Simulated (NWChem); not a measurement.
**S2F2 (Difluorodisulfane): B3LYP/6-311+G(d,p)**

What is the energy change on altering one bond length of S2F2 (Difluorodisulfane) at B3LYP/6-311+G**? 

The results are computed with NWChem 7.3.0.

3 further runs of the same task are left out: 3 that didn't finish. Runs told in other sessions of the task aren't counted.

## Step 1: The molecule

S2F2: 4 atoms, total charge 0, spin state singlet. SMILES: `FSSF`. Geometry: relaxed at PBE0-D4/def2-TZVP.

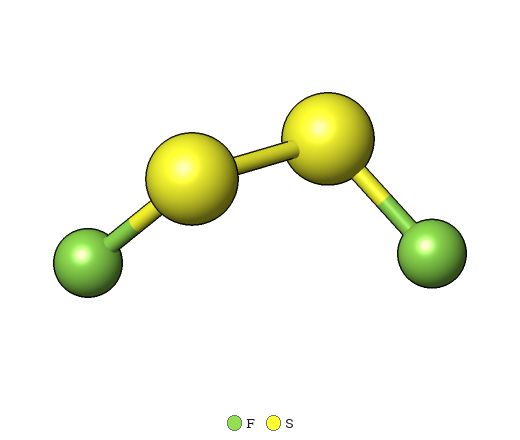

The structure, seen from a chosen angle (fluorine green, sulfur yellow).

## Step 2: Energy and forces at B3LYP/6-311+G(d,p)

Contents of a.nw:

```
start a
memory total 2200 mb
charge 0
geometry units angstrom noautosym nocenter noautoz
  F    -1.783750   -0.199930   -0.621590
  S    -0.467670    0.764150   -0.632370
  S     1.044990   -0.276390   -0.184720
  F     1.206410   -0.287820    1.438680
end
basis spherical bse
  * library 6-311+G**
end
dft
  xc b3lyp
  grid fine
  convergence energy 1e-08
  iterations 100
  mulliken
  print medium
end
task dft gradient
```

Started as:

```sh
$ nwchem a.nw > a.out
```

Standard output:

```text
[...]
          Wavefunction type:  closed shell.
          No. of atoms     :     4
          No. of electrons :    50
[...]
          Charge           :     0
          Spin multiplicity:     1
[...]
          AO basis - number of functions:   104
[...]
              XC Information
              --------------
                         B3LYP Method XC Potential
                     Hartree-Fock (Exact) Exchange  0.200
                        Slater Exchange Functional  0.800 local
                    Becke 1988 Exchange Functional  0.720 non-local
              Lee-Yang-Parr Correlation Functional  0.810
                  VWN I RPA Correlation Functional  0.190 local
[...]
 d= 0,ls=0.0,diis     1   -996.0001945517 -1.23D+03  1.40D-02  2.21D+00     1.2
[...]
 d= 0,ls=0.0,diis    10   -996.1302081738 -7.02D-09  3.52D-07  9.36D-10     9.1
         Total DFT energy =     -996.130208173794
      One electron energy =    -1835.702466390855
           Coulomb energy =      681.832195714932
    Exchange-Corr. energy =      -72.388273280459
 Nuclear repulsion energy =      230.128335782588
[...]
      Total Density - Mulliken Population Analysis
     ---------------------------------------------
    Atom       Charge   Shell Charges
 -----------   ------   -------------------------------------------------------
    1 F    9     9.17   1.08  0.92  1.17  1.10  2.32  0.91  1.76 -0.14  0.04  0.00
    2 S   16    15.83   0.77  1.19  0.93  1.05  1.17  0.87  1.86  4.02  1.00  2.31  0.50  0.03 -0.04  0.16
    3 S   16    15.83   0.77  1.19  0.93  1.05  1.17  0.87  1.86  4.02  1.00  2.31  0.50  0.03 -0.04  0.16
    4 F    9     9.17   1.08  0.92  1.17  1.10  2.32  0.91  1.76 -0.14  0.04  0.00
[...]
  wavefunction    = closed shell
                         DFT ENERGY GRADIENTS
    atom               coordinates                        gradient
                 x          y          z           x          y          z
   1 F      -3.370799  -0.377813  -1.174635    0.023206   0.017195  -0.000156
   2 S      -0.883768   1.444034  -1.195006   -0.003422  -0.030989   0.005900
   3 S       1.974745  -0.522301  -0.349070   -0.017000   0.013735   0.023006
   4 F       2.279784  -0.543901   2.718711   -0.002784   0.000059  -0.028751
[...]
```

Run time: 12 s. Hardware: 1 thread of Intel Xeon 6975P-C (Granite Rapids), shared host; peak memory 0.12 GiB.

## Step 3: The distorted shape: the energy at B3LYP/6-311+G(d,p)

Contents of work.xyz:

```xyz
4
F2S2
F     -1.912886    -0.190786    -1.920308
S     -0.596806     0.773294    -1.931088
S      0.915854    -0.267246    -1.483438
F      1.206410    -0.287820     1.438680
```

Contents of run.py:

```python
from ase.io import read
from ase.calculators.nwchem import NWChem

molecule = read('work.xyz')

calc = NWChem(
    label='work',
    theory='dft',
    memory='2200 mb',
    basis='6-311+G**',
    basispar='spherical bse',
    dft={'xc': 'b3lyp', 'mult': '1', 'grid': 'fine', 'convergence': 'energy 1e-08', 'iterations': '100', 'mulliken': None},
    task='energy',
)
molecule.calc = calc

print("Total energy (eV):", round(molecule.get_potential_energy(), 6))
print("dipole (e A):", molecule.get_dipole_moment().round(4))
```

Started as:

```sh
$ export ASE_NWCHEM_COMMAND="nwchem PREFIX.nwi > PREFIX.nwo"
$ python run.py
```

Standard output:

```text
Total energy (eV): -27103.589771
dipole (e A): [-0.2753  0.3736 -1.4074]
```

The calculator wrote work.nwi:

```
title "work"

permanent_dir work

scratch_dir work

start work

geometry units angstrom nocenter noautosym noautoz
  F  -1.9128860000000001e+00 -1.9078600000000001e-01 -1.9203079999999999e+00
  S  -5.9680599999999995e-01 7.7329400000000004e-01 -1.9310879999999999e+00
  S  9.1585399999999995e-01 -2.6724599999999998e-01 -1.4834380000000000e+00
  F  1.2064100000000000e+00 -2.8782000000000002e-01 1.4386800000000000e+00
end

memory 2200 mb

basis spherical bse noprint
   * library 6-311+G**
end

dft
  xc b3lyp
  mult 1
  grid fine
  convergence energy 1e-08
  iterations 100
  mulliken
end

task dft energy
```

work.nwo, cut to the lines that bear on the results:

```text
[...]
         Total DFT energy =     -996.038560715661
      One electron energy =    -1774.062431027141
           Coulomb energy =      650.689116996489
    Exchange-Corr. energy =      -72.180594529551
 Nuclear repulsion energy =      199.515347844543
[... 5 lines left out ...]
                       DFT Final Molecular Orbital Analysis
[... 752 lines left out ...]
[...]
      Total Density - Mulliken Population Analysis
     ---------------------------------------------
    Atom       Charge   Shell Charges
 -----------   ------   -------------------------------------------------------
    1 F    9     9.13   1.08  0.92  1.17  1.10  2.32  0.91  1.74 -0.14  0.03  0.00
    2 S   16    15.67   0.77  1.19  0.93  1.05  1.21  0.84  1.86  4.02  0.97  2.22  0.39  0.04 -0.00  0.17
    3 S   16    15.75   0.77  1.19  0.93  1.05  1.21  0.83  1.86  4.02  0.99  2.36  0.59 -0.07 -0.06  0.06
    4 F    9     9.45   1.08  0.92  1.16  1.11  2.24  0.89  1.76 -0.00  0.30  0.00
[...]
```

Wall time 23 s (1 thread of Intel Xeon 6975P-C (Granite Rapids), shared host); peak memory 0.12 GiB.

## Step 4: Outcome

At B3LYP/6-311+G**:

```
                                                         quantity          value
                                        first shape: total energy  -996.13021 Eh
                                       first shape: dipole moment         1.81 D
                                         first shape: HOMO energy       -8.47 eV
                                         first shape: LUMO energy       -2.16 eV
                                       first shape: HOMO–LUMO gap        6.31 eV
                            first shape: largest force on an atom     1.632 eV/Å
                                    distorted shape: total energy  -996.03856 Eh
                                   distorted shape: dipole moment         7.12 D
                                     distorted shape: HOMO energy       -8.35 eV
                                     distorted shape: LUMO energy       -6.38 eV
                                   distorted shape: HOMO–LUMO gap        1.97 eV
energy change with the S3–F4 bond stretched from 1.631 to 2.937 Å       2.494 eV
```

What this shows: One bond (distorted shape) is far stretched, which a spin-restricted single reference describes badly; a broken-symmetry solution may lie lower. With the S3–F4 bond stretched from 1.631 to 2.937 Å the energy rises by 2.49 eV (241 kJ/mol). The first shape isn't relaxed at this level, so the change isn't measured from a minimum. A restricted reference can't describe the breaking bond well at this length. The largest force (first shape) is 1.63 eV/Å: the shape isn't a stationary point for this species at this level.
